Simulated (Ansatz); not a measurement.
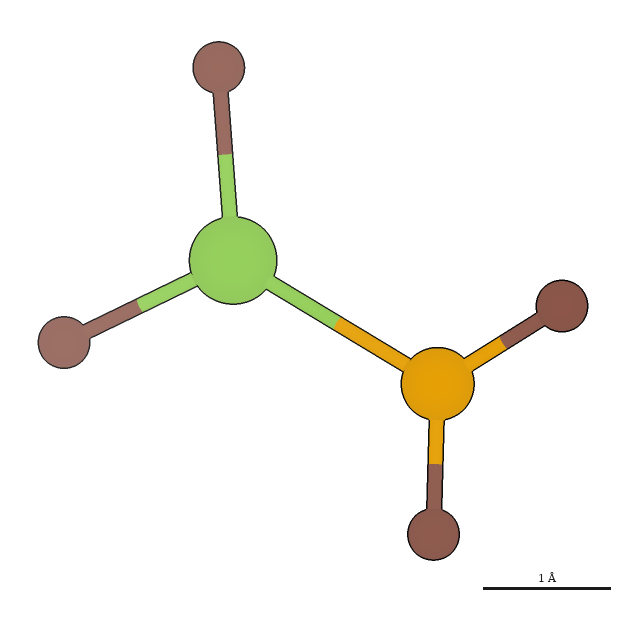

Rendered structure (ball-and-stick style). Colours: boron orange, germanium green, hydrogen brown.

State: neutral, doublet. The geometry was computed by an optimisation with PBE0-D4/def2-TZVP. No frequency run is at hand to confirm it as a minimum.

Describe the molecule.

The molecule is BGeH4. This geometry has C2v symmetry. It is an open-shell species. All atoms lie on one plane. Coordination: 1 B trigonal planar; 1 Ge trigonal planar.

The parts below concern this one geometry. Atoms keep their numbers from picture to picture.

**Charges**

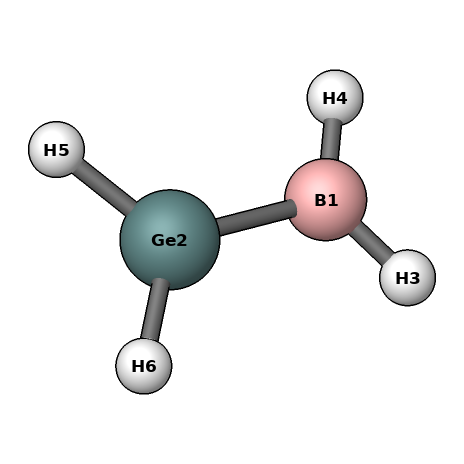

The questions are on Mulliken charges. No frequency run is at hand to confirm it as a minimum. Properties computed with UKS PBE0-D4/def2-TZVP (Ansatz 0.2.0).

Which atom carries the highest charge (most positive or least negative)?

H5, H6 (0.04 e).

And the lowest?

B1 (−0.12 e).

List the Mulliken charges.

```json
{"atom": "B1", "value (e)": "−0.12"}
{"atom": "Ge2", "value (e)": "−0.01"}
{"atom": "H3", "value (e)": "0.03"}
{"atom": "H4", "value (e)": "0.03"}
{"atom": "H5", "value (e)": "0.04"}
{"atom": "H6", "value (e)": "0.04"}
```

**Dipole moment**

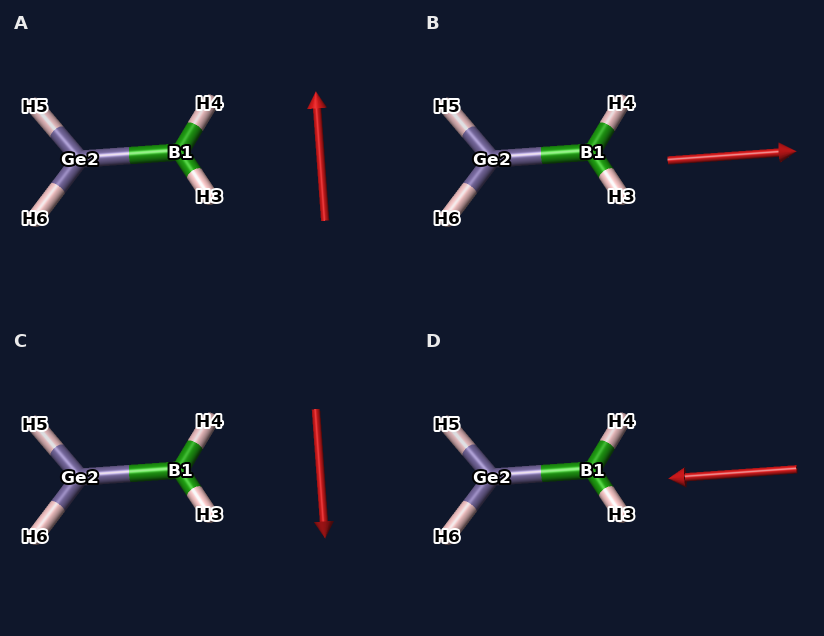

The same molecule four times, each with an arrow. No frequency run is at hand to confirm it as a minimum. Method: UKS PBE0-D4/def2-TZVP (Ansatz 0.2.0).

Which arrow points along the dipole moment, from the negative to the positive end?

D. The dipole moment is 0.97 D; it points from the side of H3, H4 to the side of H5, H6 (the outermost atoms at the two ends).

**Electronic properties**

No frequency run is at hand to confirm it as a minimum. Properties computed with UHF-CCSD(T), frozen core/def2-TZVPP (Ansatz 0.2.0).

What does the calculation give?

- ⟨S²⟩ of the determinant: 0.762
- T1 diagnostic: 0.014

Mulliken values depend strongly on the basis set and can even reverse the polarity of a bond.
